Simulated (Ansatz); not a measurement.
**BNH (doublet): trial inputs and their diagnosis at angle N2–B1–H3 = 180.0°**

4 inputs are run for BNH (doublet) as typed; the log has to tell whether the result can be used and what must change.

Program: Ansatz 0.2.0, Gaussian basis. Level of theory: the settings change from run to run. These are calculated values, not measurements.

12 further runs of the same task are left out: 1 for a mislabelled method, 9 that didn't finish, 2 set aside as unsound or not needed.

## (1) The geometry

The geometry derives from a PBE0/def2-TZVP stationary point (not a proven minimum). One angle is set to the value named; bond lengths are kept.

3 atoms, charge 0, spin multiplicity 2.

Atoms are counted from 1 here; the program's logs count them from 0.

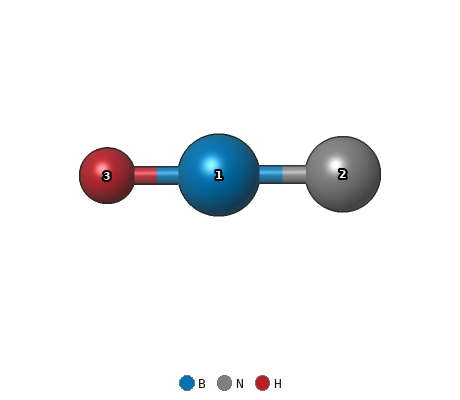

The structure; boron blue, nitrogen grey, hydrogen red; atoms are numbered from 1 in the order of the file.

## (2) Try 1

in.yaml

```yaml
crystal:
  periodic: [false, false, false]
  atoms:
    - {symbol: B, position_ang: [0.000000, 0.000000, 0.043923]}
    - {symbol: N, position_ang: [0.000000, 0.000000, -1.261739]}
    - {symbol: H, position_ang: [0.000000, 0.000000, 1.217815]}
basis:
  gaussian: {orbitals: pcseg-2, point_charges: [{charge: -0.50, position_ang: [3.228, 0.403, -0.027]}]}
magnetization: {spin_polarized: false, initial_magnetization: 1}
correlation: {active_space: {ras: {orbitals: [4, 1, 67], electrons: 9, max_holes: 2, max_particles: 2}, fixed_orbitals: true}}
scf: {lower_state_search: off}
output: {forces: true}
```

The run is started by

```bash
$ ansatz run in.yaml --threads 1 --pin off --events-out ev --progress --plain --max-ram 2393MiB
```

The log of the run:

```text
Functional definition: HF
  name "HF"
  cite "Fock, Z. Phys. 61, 126 (1930) doi:10.1007/BF01340294"
  parent pbe
  exchange = exact_x
  correlation = 0
these checks for a lower state are left out or cut short: starts, cluster_reference, orbital_swaps, neighbouring_geometries, increment
447 factors; integrals over basis functions are off by at most 1.3e-3 eV
mean field evaluation 1: about -2165.9157 eV, gradient 2.4e1 eV
mean field evaluation 2: about -2165.9217 eV, gradient 2.4e1 eV
mean field evaluation 4: about -2167.6280 eV, gradient 2.9e0 eV
mean field evaluation 8: about -2167.6790 eV, gradient 7.4e-3 eV
mean field -2167.67897845 eV, -79.6607331523 hartree, gradient 6.1e-6 eV, S^2 0.750000; 0 other end points of the search recorded, 0 dependent functions left out
reference -2167.67897845 eV, -79.6607331523 hartree; 7, 6 occupied and 67, 68 virtual orbitals, 447 factors
Error: with vectors over 189816 determinants and the model space of their search the run needs 2.66 GiB of the host's memory, and 2.33 GiB are given
refused for memory
```

Run time: 0.48 s. Hardware: 1 thread of Intel Xeon Platinum 8488C, shared host.

**Diagnosis.** The program refused it for memory. The method needs more than --max-ram allows. Cure: a smaller space or basis, or more memory.

## (3) Try 2

in.yaml

```yaml
crystal:
  periodic: [false, false, false]
  atoms:
    - {symbol: B, position_ang: [0.000000, 0.000000, 0.043923]}
    - {symbol: N, position_ang: [0.000000, 0.000000, -1.261739]}
    - {symbol: H, position_ang: [0.000000, 0.000000, 1.217815]}
basis:
  gaussian: {orbitals: STO-3G}
magnetization: {spin_polarized: false, initial_magnetization: 1}
hamiltonian: {pseudopotentials: {relativity: scalar}}
correlation: {method: sc_nevpt2, electrons: valence, diis_vectors: 1}
output: {forces: true}
```

The command is unchanged.

The log of the run:

```text
Error: "diis_vectors" apply only to coupled cluster; leave them out
```

Wall time 0.03 s (1 thread of Intel Xeon Platinum 8488C, shared host).

What is wrong: The run was refused. It says: «"diis_vectors" apply only to coupled cluster».

## (4) Try 3

in.yaml

```yaml
crystal:
  periodic: [false, false, false]
  atoms:
    - {symbol: B, position_ang: [0.000000, 0.000000, 0.043923]}
    - {symbol: N, position_ang: [0.000000, 0.000000, -1.261739]}
    - {symbol: H, position_ang: [0.000000, 0.000000, 1.217815]}
basis:
  gaussian: {orbitals: 6-31G}
magnetization: {spin_polarized: false, initial_magnetization: 1}
hamiltonian: {xc: pbe}
correlation: {method: sc_nevpt2, electrons: outside_noble_gas, active_space: {window: {electrons: 3, orbitals: 3}}}
accuracy: high
scf: {lower_state_search: full}
```

Launched as before.

The log of the run:

```text
Error: invalid value for `correlation.active_space`: it starts from restricted Hartree–Fock orbitals; set hamiltonian.xc: hf without magnetization.spin_polarized
```

Wall time 0.03 s (1 thread of Intel Xeon Platinum 8488C, shared host).

Diagnosis: The run was refused. An active space is asked on a functional's orbitals. To mend it, start from Hartree-Fock.

## (5) Try 4

in.yaml

```yaml
crystal:
  periodic: [false, false, false]
  atoms:
    - {symbol: B, position_ang: [0.000000, 0.000000, 0.043923]}
    - {symbol: N, position_ang: [0.000000, 0.000000, -1.261739]}
    - {symbol: H, position_ang: [0.000000, 0.000000, 1.217815]}
basis:
  gaussian: {orbitals: aug-cc-pVDZ}
magnetization: {spin_polarized: false, initial_magnetization: 1}
hamiltonian: {xc: {name: PBE0}}
correlation: {method: mp2, frozen_orbitals: {B: 0}}
scf: {lower_state_search: full}
output: {forces: true}
```

Same command.

The log of the run:

```text
Functional definition: PBE0
  name "PBE0"
  cite "Adamo & Barone, J. Chem. Phys. 110, 6158 (1999) doi:10.1063/1.478522"
  cite "Perdew, Burke & Ernzerhof, Phys. Rev. Lett. 77, 3865 (1996) doi:10.1103/PhysRevLett.77.3865"
  parent pbe
  parameter a = 0.25
  parameter kappa = 0.804
  parameter beta = 0.06672455060314922
  exchange = (1 - a)*pbe_x(kappa = kappa, mu = beta*pi^2/3) + a*exact_x
  correlation = pbe_c(beta = beta)
Error: "frozen_orbitals" has no count for N
```

It took 0.06 s on 1 thread of Intel Xeon Platinum 8488C, shared host.

**Diagnosis.** The run was refused. The frozen-orbital counts are incomplete or too large. To mend it, leave frozen_orbitals out, or give each element a count that its core has.

## (6) How the runs ended

| try | level | ended | cause | time |
| --- | --- | --- | --- | --- |
| 1 | CISD/pcseg-2 | out of memory | the method needs more than --max-ram allows | 0.48 s |
| 2 | 'sc_nevpt2'/STO-3G | refused | "diis_vectors" apply only to coupled cluster | 0.03 s |
| 3 | NEVPT2(3,3)/6-31G | refused | an active space is asked on a functional's orbitals | 0.03 s |
| 4 | MP2/aug-cc-pVDZ | refused | the frozen-orbital counts are incomplete or too large | 0.06 s |

1 out of memory, 3 refused.
